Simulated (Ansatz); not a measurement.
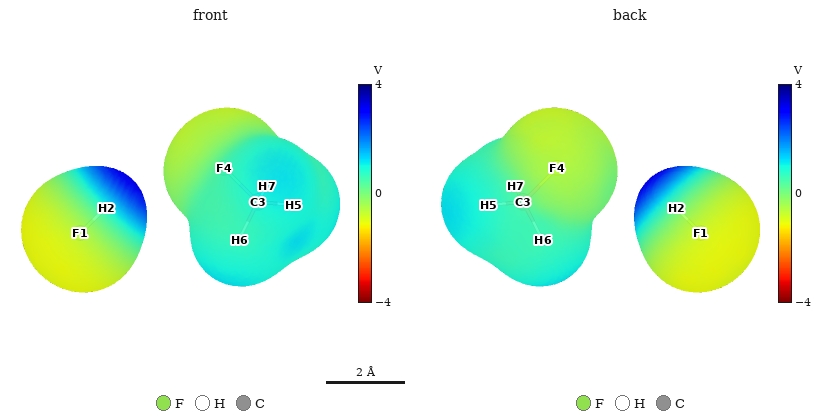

HF···CH3F. The electrostatic potential painted on the density surface at 0.002 e/bohr³, seen from the front and from behind; red is negative and blue positive.

Geometry: rigid move from PBE0-D4/def2-TZVP.

Theory: Ansatz 0.2.0, RKS PBE0-D4/def2-TZVPPD.

| atom | x (Å) | y (Å) | z (Å) |
| --- | --- | --- | --- |
| F | -0.3604 | -0.2534 | -2.3784 |
| H | 0.1593 | 0.1162 | -1.7007 |
| C | 0.0835 | 0.0555 | 2.6041 |
| F | 0.8654 | 0.6180 | 1.5953 |
| H | 0.7125 | -0.6201 | 3.1833 |
| H | -0.7393 | -0.4879 | 2.1391 |
| H | -0.2935 | 0.8637 | 3.2304 |

Question: Describe the electrostatic potential map.

Answer: The most negative region (about −1.1 V) lies over F1, the most positive (about +3.1 V) over H2.
